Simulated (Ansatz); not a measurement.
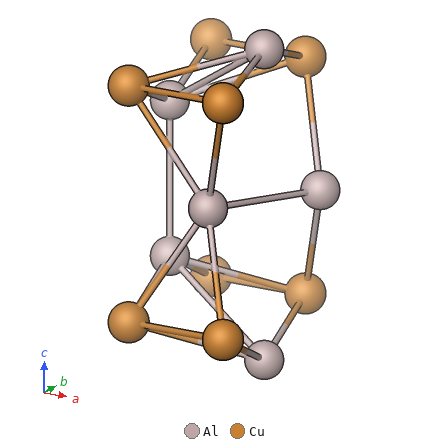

System: NH3 on a slab of content Al₃Cu₂. The picture shows the clean slab (repeated in the plane, vacuum cut away).

The given structure:
```
CELL_PARAMETERS angstrom
4.82780 0.00000 0.00000
-2.41390 4.23780 0.00000
0.00000 0.00000 22.77490
ATOMIC_POSITIONS crystal
Al 0.75000 0.50000 0.37322
Cu 0.75000 0.00000 0.40696
Cu 0.25000 0.00000 0.40696
Al 0.25000 0.50000 0.44071
Al 0.90876 0.81752 0.49856
Al 0.59124 0.18248 0.49856
Al 0.25000 0.50000 0.56224
Cu 0.25000 0.00000 0.59169
Cu 0.75000 0.00000 0.59169
Al 0.75000 0.50000 0.61569
```

Calculation (Ansatz 0.2.0): adsorption at several starting sites on a slab cut from the named crystal, one adsorbate a surface cell, the lower planes held, the adsorption energy counts from the clean slab and the free, spin-polarised adsorbate, negative where bound, plane waves with PAW datasets, Γ-centred k mesh. Level: PBEsol, no spin polarisation.

```tsv
setting	value
crystal formula	Al2Cu
crystal space group number	140
Miller index h	1
Miller index k	1
Miller index l	0
top plane	Al
bottom plane	Al
planes	7
surface cell	(1, 1)
slab thickness as cut	5.77 Å
vacuum	17 Å
surface area	20.46 Å²
wave cutoff	420 eV
k mesh	7×7×1
occupations	Gaussian
smearing width	0.1 eV
boundary	dipole corrected
adsorbate	NH3
```

Sites are named by a rule of distances and placed in fractions of the cell vectors a and b; the slab's top layers relax too; key: 1 = top site at (0.75, 0.50); 2 = hollow site at (0.92, 0.83); 3 = bridge site at (0.00, 0.00).

What does the calculation give for the adsorption energy of each starting site?

The adsorbate slid sideways from no. 2 (by 1.0 Å) and no. 3 (by 1.7 Å). Among these starts the lowest are no. 2 and no. 3, which are equal within what the calculation resolves; no. 1 is 0.001 eV higher.

```
starting site  adsorption energy (eV)  height over highest slab atom (Å)  lateral move (Å)  dipole change (e Å)
        no. 1                  -0.602                              2.077              0.08                0.297
        no. 2                  -0.603                              2.046              1.01                0.314
        no. 3                  -0.603                              2.048              1.72                0.313
```

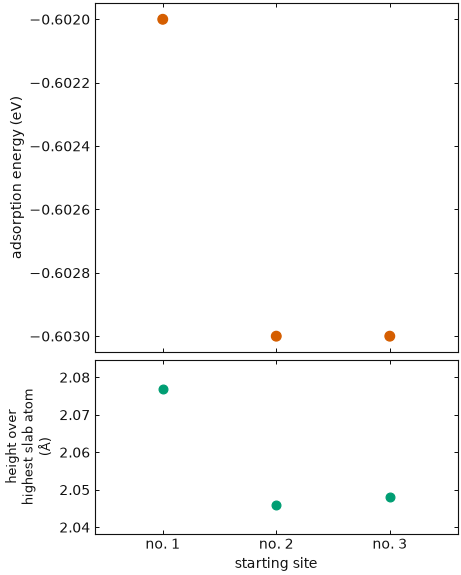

Caveats: xc potential rough in thin density.
